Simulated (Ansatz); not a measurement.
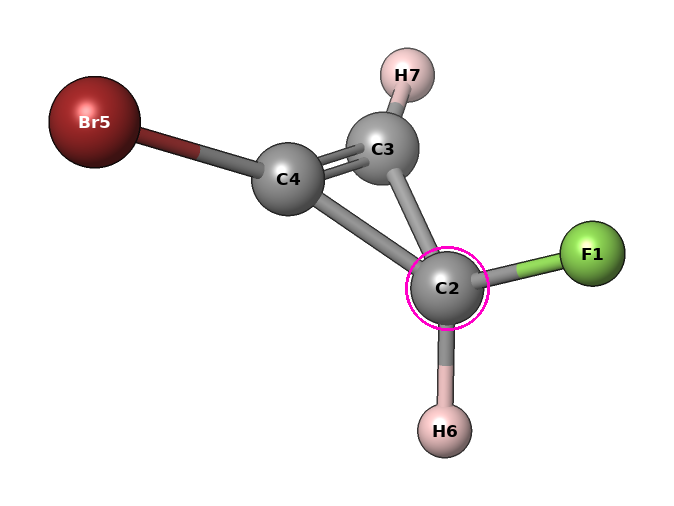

Distant atoms are faded towards the background colour. Circles mark the stereogenic atoms. Computed geometry: PBE-D4/def2-SVP optimisation. No frequency run is at hand to confirm it as a minimum.

### Give the R/S and E/Z labels.

C2: R (priorities F1 > C4 > C3 > H6).

### Write the isomeric SMILES.

F[C@@H]1C=C1Br
